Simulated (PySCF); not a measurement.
## Electronic structure of C3H11OSi3 (SMILES [SiH3]O[SiH2]C[Si]1CC1) (doublet) in real space

```xyz
18

Si    2.2187   -1.1893   -0.3121
O     1.5490    0.2733   -0.4707
Si    0.8744    1.7379   -0.3525
C    -0.7904    1.7298   -1.2698
Si   -2.0745    0.4965   -0.5799
C    -1.6619   -1.3435   -0.4728
C    -1.6894   -0.6200    0.8973
H     1.5130   -1.8977    0.7539
H     2.0523   -1.8318   -1.6144
H     3.6233   -0.9810    0.0333
H     1.8243    2.6540   -0.9846
H     0.6843    2.0351    1.0679
H    -1.2097    2.7341   -1.2342
H    -0.6326    1.5013   -2.3244
H    -0.6873   -1.6964   -0.7884
H    -2.4168   -2.1082   -0.5980
H    -0.7298   -0.5310    1.3911
H    -2.4557   -0.9566    1.5818
```

Geometry: GFN2-xTB.

Method: PySCF, UKS B3LYP, pcH-1 on C H O Si, non-relativistic, mean-field spin-orbit, GIAO.

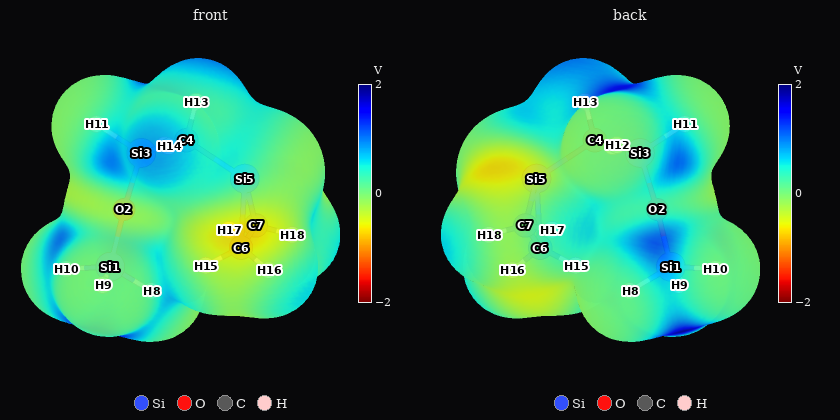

Figure 1. The electrostatic potential painted on the density surface at 0.002 e/bohr³, seen from the front and from behind; the colour scale runs from red (negative) to blue (positive).

Where is the surface potential most negative and most positive?

Answer. The most negative region (about −0.7 V) lies over Si5, C6 and C7, the most positive (about +1.6 V) over Si1 and Si3.

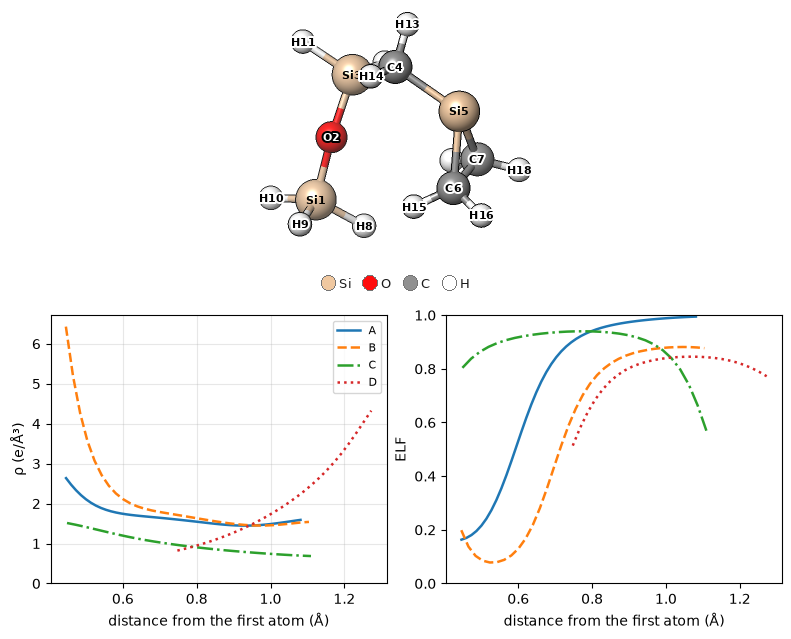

Figure 2. Total electron density and electron localisation function along straight lines between neighbouring atoms. The curves leave out the atomic cores. The structure is drawn too.

Which curve belongs to which contact (C–C, C–H, C–Si and Si–O)? The first atom named is at distance zero.

Answer. Curve A: C–H (1.08 Å): ρ is about 1.9 e/Å³ halfway; the ELF climbs to about 1 towards the hydrogen, as it does in any bond to H. Curve B: C–C (1.55 Å): the density is about 1.7 e/Å³ at the midpoint; the ELF peaks at about 0.90 between the atoms: a shared electron pair. Curve C: C–Si (1.89 Å): the density is about 0.78 e/Å³ at the midpoint; the ELF peaks at about 0.95 between the atoms (localised, covalent bonding). Curve D: Si–O (1.62 Å): ρ at the midpoint is about 0.97 e/Å³; the ELF peaks at about 0.85 between the atoms, as expected for a short, strongly polar bond.
